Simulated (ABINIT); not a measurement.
**A GW chain in ABINIT: KF (Carobbiite)**

Wanted: ground state, empty states, screening and self-energy for KF (Carobbiite).

Method: PBE and many-body steps on it, plane waves, in ABINIT 10.8.3.

### Step 1. Starting point

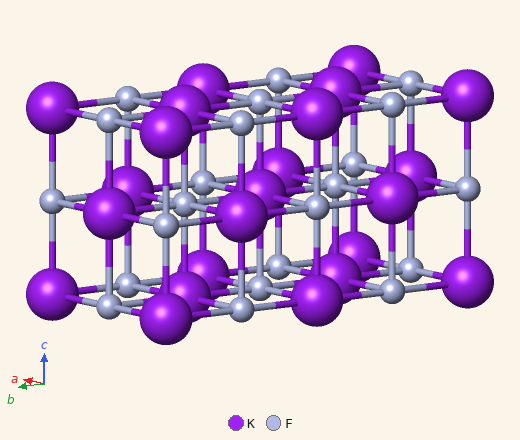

The starting structure, seen from a free direction (potassium purple, fluorine light blue). 1×2×1 cells are drawn. This picture shows the conventional cell, with its axes. Some periodic images of atoms are drawn too.

Structure file:

```cif
data_structure
_symmetry_space_group_name_H-M 'Fm-3m'
_symmetry_Int_Tables_number 225
_cell_length_a 5.3437
_cell_length_b 5.3437
_cell_length_c 5.3437
_cell_angle_alpha 90.000
_cell_angle_beta 90.000
_cell_angle_gamma 90.000
_cell_volume 152.59
loop_
_atom_site_label
_atom_site_type_symbol
_atom_site_symmetry_multiplicity
_atom_site_Wyckoff_symbol
_atom_site_fract_x
_atom_site_fract_y
_atom_site_fract_z
_atom_site_occupancy
K1 K 4 a 0.00000 0.00000 0.00000 1
F1 F 4 b 0.50000 0.00000 0.00000 1
```

The cell and positions come from the Crystallography Open Database and are kept as given unless a step says otherwise.

### Step 2. Ground state

This step: ABINIT 10.8.3; DFT, PBE, plane waves, norm-conserving pseudopotentials.

The ground-state density comes first.

The input, run.abi:

```
acell 3*1.0 Angstrom
rprim 
  -0.000000000000 2.671850000000 2.671850000000
  2.671850000000 -0.000000000000 2.671850000000
  2.671850000000 2.671850000000 0.000000000000
ntypat 2
znucl 19 9
natom 2
typat 1 2
xred 
  0.000000000000 0.000000000000 0.000000000000
  0.500000000000 0.500000000000 0.500000000000
pp_dirpath "pseudos"
pseudos "K.upf, F.upf"
ecut 36
ngkpt 6 6 6
nshiftk 1
shiftk 0 0 0
kptopt 1
chksymbreak 0
nband 13
occopt 1
tolvrs 1e-10
nstep 60
prtwf 0
optforces 0
optstress 0
indata_prefix "in"
outdata_prefix "out"
tmpdata_prefix "tmp"
```

Command:

```
OMP_NUM_THREADS=1 mpirun -n 8 abinit run.abi > log
```

Numbers of over 12 decimals in the logs are rounded to 6 here.

The log of the run:

```text
.Version 10.8.3 of ABINIT. v10.8.2 released Aug 2026.

 Symmetries : space group Fm -3 m (#225); Bravais cF (face-center cubic)
================================================================================
 Values of the parameters that define the memory need of the present run
     intxc =       0    ionmov =       0      iscf =       7    lmnmax =       6
     lnmax =       6     mgfft =      40  mpssoang =       3    mqgrid =    3001
     natom =       2  nloc_mem =       1    nspden =       1   nspinor =       1
    nsppol =       1      nsym =      48    n1xccc =    2501    ntypat =       2
    occopt =       1   xclevel =       2
-    mband =          13        mffmem =           1         mkmem =           2
       mpw =        2671          nfft =       64000          nkpt =          16
================================================================================
  Rough estimation (10% accuracy) of disk space for files :
================================================================================

--------------------------------------------------------------------------------
------------- Echo of variables that govern the present computation ------------
--------------------------------------------------------------------------------
 -outvars: echo values of preprocessed input variables --------
            acell      1.8897261259E+00  1.8897261259E+00  1.8897261259E+00 Bohr

      chksymbreak           0
             ecut      3.60000000E+01 Hartree
-          fftalg         312

              ixc     -101130
              kpt      0.00000000E+00  0.00000000E+00  0.00000000E+00
                       1.66666667E-01  0.00000000E+00  0.00000000E+00
                       3.33333333E-01  0.00000000E+00  0.00000000E+00
                       5.00000000E-01  0.00000000E+00  0.00000000E+00
                       1.66666667E-01  1.66666667E-01  0.00000000E+00
                       3.33333333E-01  1.66666667E-01  0.00000000E+00
                       5.00000000E-01  1.66666667E-01  0.00000000E+00
                      -3.33333333E-01  1.66666667E-01  0.00000000E+00
                      -1.66666667E-01  1.66666667E-01  0.00000000E+00
   [... 5 further rows ...]
                      -3.33333333E-01  3.33333333E-01  1.66666667E-01
                      -3.33333333E-01  5.00000000E-01  1.66666667E-01
         kptrlatt        6    0    0      0    6    0      0    0    6
          kptrlen      4.28427351E+01
P           mkmem           2
            natom           2
            nband          13
            ngfft          40      40      40
             nkpt          16
            nstep          60
             nsym          48
           ntypat           2
              occ      2.000000  2.000000  2.000000  2.000000  2.000000  2.000000
                       2.000000  2.000000  0.000000  0.000000  0.000000  0.000000
                       0.000000
        optforces           0
        optstress           0
            prtwf           0
            rprim     -0.0000000000E+00  2.6718500000E+00  2.6718500000E+00
[...]
spgroup         225

           tolvrs      1.00000000E-10

             xred      0.0000000000E+00  0.0000000000E+00  0.0000000000E+00
[...]
znucl       19.00000    9.00000

================================================================================

 chkinp: Checking input parameters for consistency.

================================================================================
== DATASET  1 ==================================================================
-   mpi_nproc: 8, omp_nthreads: 1 (-1 if OMP is not activated)

--- !DatasetInfo
iteration_state: {dtset: 1, }
dimensions: {natom: 2, nkpt: 16, mband: 13, nsppol: 1, nspinor: 1, nspden: 1, mpw: 2671, }
cutoff_energies: {ecut:  36.0, pawecutdg:  -1.0, }
electrons: {nelect:   1.60000000E+01, charge:   0.00000000E+00, occopt:   1.00000000E+00, tsmear:   1.00000000E-02, }

 Real(R)+Recip(G) space primitive vectors, cartesian coordinates (Bohr,Bohr^-1):
 R(1)=  0.0000000  5.0490647  5.0490647  G(1)= -0.0990282  0.0990282  0.0990282
 R(2)=  5.0490647  0.0000000  5.0490647  G(2)=  0.0990282 -0.0990282  0.0990282
 R(3)=  5.0490647  5.0490647  0.0000000  G(3)=  0.0990282  0.0990282 -0.0990282
 Unit cell volume ucvol=  2.5743217E+02 bohr^3
 Angles (23,13,12)=  6.00000000E+01  6.00000000E+01  6.00000000E+01 degrees

 getcut: wavevector=  0.0000  0.0000  0.0000  ngfft=  40  40  40
         ecut(hartree)=     36.000   => boxcut(ratio)=   2.07404

--- Pseudopotential description ------------------------------------------------
- K Generated using ONCVPSP code by D. R. Hamann
- 19.00000   9.00000  171031                  znucl, zion, pspdat
12 -101130 2 -1 2222                          pspcod,pspxc,lmax,lloc,mmax
     nproj     2     2     2
  pspatm : epsatm=    8.42413758
         --- l  ekb(1:nproj) -->
[...]
pspatm: atomic psp has been read  and splines computed

- F Generated using ONCVPSP code by D. R. Hamann
-  9.00000   7.00000  171031                  znucl, zion, pspdat
12 -101130 2 -1 832                           pspcod,pspxc,lmax,lloc,mmax
     nproj     2     2     1
  pspatm : epsatm=    4.87625608
         --- l  ekb(1:nproj) -->
[...]
1   -3.955629   -1.291931
             2   -2.441503
 pspatm: atomic psp has been read  and splines computed

   2.12806299E+02                                ecore*ucvol(ha*bohr**3)
--------------------------------------------------------------------------------

_setup2: Arith. and geom. avg. npw (full set) are    2654.523    2654.506

================================================================================

--- !BeginCycle
iteration_state: {dtset: 1, }
solver: {iscf: 7, nstep: 60, nline: 4, wfoptalg: 0, }
tolerances: {tolvrs: 1.00E-10, }

     iter   Etot(hartree)      deltaE(h)  residm     vres2
 ETOT  1  -54.723160477857    -5.472E+01 9.812E-02 4.625E+02
 ETOT  2  -54.705304050661     1.786E-02 1.263E-02 4.152E+02
 ETOT  3  -54.817881245879    -1.126E-01 4.307E-03 3.099E+01
 ETOT  4  -54.824069819037    -6.189E-03 1.171E-03 2.599E-01
 ETOT  5  -54.824086050790    -1.623E-05 8.504E-04 4.568E-02
 ETOT  6  -54.824094375111    -8.324E-06 2.017E-04 1.284E-03
 ETOT  7  -54.824094573521    -1.984E-07 3.055E-04 4.416E-05
 ETOT  8  -54.824094576737    -3.216E-09 1.556E-04 4.078E-07
 ETOT  9  -54.824094576816    -7.884E-11 2.475E-04 3.943E-09
 ETOT 10  -54.824094576817    -5.826E-13 1.442E-04 1.549E-10
 ETOT 11  -54.824094576818    -9.663E-13 1.906E-04 6.886E-12

 At SCF step   11       vres2   =  6.89E-12 < tolvrs=  1.00E-10 =>converged.

--- !ResultsGS
iteration_state: {dtset: 1, }
comment   : Summary of ground state results
lattice_vectors:
- [ -0.0000000,   5.0490647,   5.0490647, ]
- [  5.0490647,  -0.0000000,   5.0490647, ]
- [  5.0490647,   5.0490647,   0.0000000, ]
lattice_lengths: [   7.14046,    7.14046,    7.14046, ]
lattice_angles: [ 60.000,  60.000,  60.000, ] # degrees, (23, 13, 12)
lattice_volume:   2.5743217E+02
convergence: {deltae: -9.663E-13, res2:  6.886E-12, residm:  1.906E-04, diffor:  0.000E+00, }
etotal    :  -5.48240946E+01
entropy   :   0.00000000E+00
fermie    :   4.80427879E-03
cartesian_stress_tensor: null
pressure_GPa: null
xred      :
- [  0.0000E+00,   0.0000E+00,   0.0000E+00,  K]
- [  5.0000E-01,   5.0000E-01,   5.0000E-01,  F]
cartesian_forces: null
force_length_stats: {min: null, max: null, mean: null, }

 Integrated electronic density in atomic spheres:
 ------------------------------------------------
 Atom  Sphere_radius  Integrated_density
    1        2.00000          6.95743103
    2        2.00000          7.01853268
================================================================================

 ----iterations are completed or convergence reached----

 Mean square residual over all n,k,spin=   21.424E-07; max=  19.058E-05
 reduced coordinates (array xred) for    2 atoms
       0.000000000000      0.000000000000      0.000000000000
       0.500000000000      0.500000000000      0.500000000000
 rms dE/dt=  0.0000E+00; max dE/dt=  0.0000E+00; dE/dt below (all hartree)
    1       0.000000000000      0.000000000000      0.000000000000
    2       0.000000000000      0.000000000000      0.000000000000

 cartesian coordinates (angstrom) at end:
    1      0.000000     0.000000     0.000000
    2      2.671850     2.671850     2.671850
 length scales=  1.889726125908  1.889726125908  1.889726125908 bohr
              =  1.000000000000  1.000000000000  1.000000000000 angstroms
 prteigrs : about to open file out_EIG
 Fermi (or HOMO) energy (hartree) =   0.00480   Average Vxc (hartree)=  -0.31205
 Eigenvalues (hartree) for nkpt=  16  k points:
 kpt#   1, nband= 13, wtk=  0.00463, kpt=  0.0000  0.0000  0.0000 (reduced coord)
  -0.95489   -0.67869   -0.33934   -0.33934   -0.33934    0.00480    0.00480    0.00480
   0.23263    0.39781    0.39781    0.39781    0.45762
 prteigrs : prtvol=0 or 1, do not print more k-points.

--- !EnergyTerms
iteration_state     : {dtset: 1, }
comment             : Components of total free energy in Hartree
kinetic             :  2.65240854809370E+01
hartree             :  1.41638401583262E+01
xc                  : -1.20070989498102E+01
Ewald energy        : -3.63106064938669E+01
psp_core            :  8.26649984559312E-01
local_psp           : -4.96625823431144E+01
non_local_psp       :  1.64161758615119E+00
total_energy        : -5.48240945768178E+01
total_energy_eV     : -1.49183961311598E+03
band_energy         : -5.37471876813001E+00

== END DATASET(S) ==============================================================
================================================================================

 -outvars: echo values of variables after computation  --------
           etotal     -5.4824094577E+01
            nband          13
             nkpt          16
          spgroup         225
 [... the other variables as echoed above ...]

 Calculation completed.
```

It took 4.7 s on 8 MPI ranks of Arm Neoverse V2, shared host; peak memory 0.56 GiB; 36 s of CPU time.

This step gave:

```
total energy               : -1491.8396 eV
gap                        : 6.200 eV
k of the valence top       : 0, 0, 0
k of the conduction bottom : 0, 0, 0
least direct gap           : 6.200 eV
```

The gap is direct, at Γ.

[end of part 1 of 3]

[Paths, hosts, dates, memory and timing lines, banners, echoed tables and standing remarks are left out of the program output.]

[Logs are printed without paths, hosts, clocks, repeated set-up lines and the standing remarks that a program may print on its own settings, such as how far it seeks lower states.]

[Runs of the session that timed out or met a known fault of the program may be left out.]

[Hosts, paths, dates, database ids (printed as entryN), source tags and the programs' standing remarks are cut or masked in the printed files.]

[G0W0 gaps are taken among the corrected bands and points alone; a level outside them can change the order at an edge.]

[Where Ansatz stands beside ABINIT at settings called matched, ABINIT's density can come from a denser mesh and the files from another edition; pairs whose starting gaps differed by over 0.03 eV were left out, so agreement reads better than it is.]
